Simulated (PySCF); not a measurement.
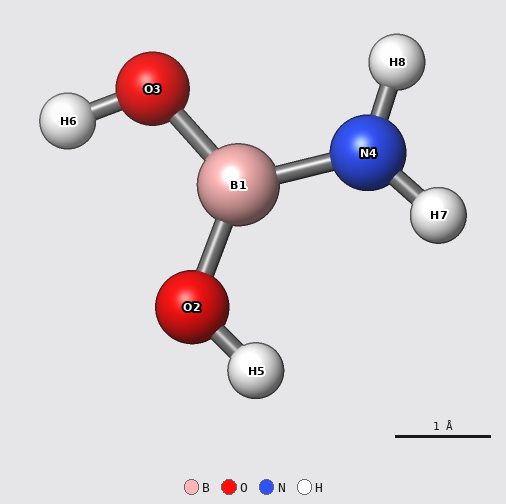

Fig. 1: The structure (ball-and-stick view, seen on its broad side; atoms are numbered from 1 in the order of the input). Bond lengths as drawn: B–N 1.41 Å, B–O 1.37 to 1.38 Å, H–N 1.00 Å and H–O 0.96 Å.

## Two runs on BNH4O2

System: BNH4O2.
Method of the first run: RKS PBE-D4/def2-TZVPP, density fitting (PySCF 2.14.0).

The geometry comes from this level: PBE0-D4/def2-TZVP. Text and figures count atoms from 1; the logs count them from 0 in places.

## The input, the first run
```python
import json, numpy as np
from pyscf import gto, scf, dft, mp, cc
EV, BOHR = 27.211386245988, 0.529177210903
mol = gto.M(atom="""
B 0.245849 -0.460691 -0.591354
O 0.663823 0.537324 -1.445438
O 1.125232 -1.476131 -0.316586
N -1.028777 -0.497642 0.013590
H 0.014934 1.223167 -1.603432
H 1.957072 -1.350760 -0.777113
H -1.744905 0.190358 -0.119257
H -1.285476 -1.246490 0.630368
""", basis="def2-tzvpp", charge=0, spin=0, max_memory=8670, verbose=0)
def mean_field(mol, dm=None):
    mf = dft.RKS(mol, xc="pbe").density_fit()
    mf.conv_tol = 1e-9; mf.grids.level = 4
    mf.kernel(dm0=dm)
    if not mf.converged: mf = mf.newton().run(mf.mo_coeff, mf.mo_occ)
    assert mf.converged
    return mf
def d4(mol):
    from pyscf.dispersion.dftd4 import DFTD4Dispersion
    real = gto.M(atom=[(mol.atom_pure_symbol(i), mol.atom_coord(i)) for i in range(8)], unit='B', charge=mol.charge, spin=None, basis='def2-svp', verbose=0)
    r = DFTD4Dispersion(real, xc="pbe", atm=True).get_dispersion(grad=True); return r["energy"], r["gradient"]
def energy_and_gradient(mol, dm=None):
    mf = mean_field(mol, dm); e, g = d4(mol)
    return mf, (mf.e_tot + e) * EV, (mf.nuc_grad_method().kernel()[:8] + g) * EV / BOHR
out = {}
mf = mean_field(mol); e = d4(mol)[0]
out.update(energy=(mf.e_tot + e) * EV, converged=True, dispersion=e * EV)
out['s2'] = mf.spin_square()[0]; out['nelec'] = mol.nelec
print(f"Total energy {out['energy']:.6f} eV, <S^2> {out['s2']:.4f}")
json.dump(out, open("out.json", "w"), default=float)
```

Command:
```bash
OMP_NUM_THREADS=4 python run.py
```

Hardware: 4 threads of Arm Neoverse V1, 23 GiB of memory available, shared host.

## Output (the first run)
```
Total energy -6325.290696 eV, <S^2> 0.0000
```

The input of the second run differs as follows (lines with − go, lines with + come):
```diff
-    mf = dft.RKS(mol, xc="pbe").density_fit()
+    mf = dft.RKS(mol, xc="pbe0").density_fit()
-    r = DFTD4Dispersion(real, xc="pbe", atm=True).get_dispersion(grad=True); return r["energy"], r["gradient"]
+    r = DFTD4Dispersion(real, xc="pbe0", atm=True).get_dispersion(grad=True); return r["energy"], r["gradient"]
```

How does the second run compare with the first run?

The total energies belong to different models, so their difference says nothing on which is more stable or more accurate. The functional changes from PBE to PBE0.

## Output (the second run)
```
Total energy -6325.549469 eV, <S^2> 0.0000
```

## The two runs side by side

| quantity | the first run | the second run |
| --- | --- | --- |
| outcome | converged | converged |
| total energy (hartree) | −232.450146 | −232.459655 |
| basis functions | 180 | 180 |
| wall time (shared host) | 9.2 s | 8.3 s |
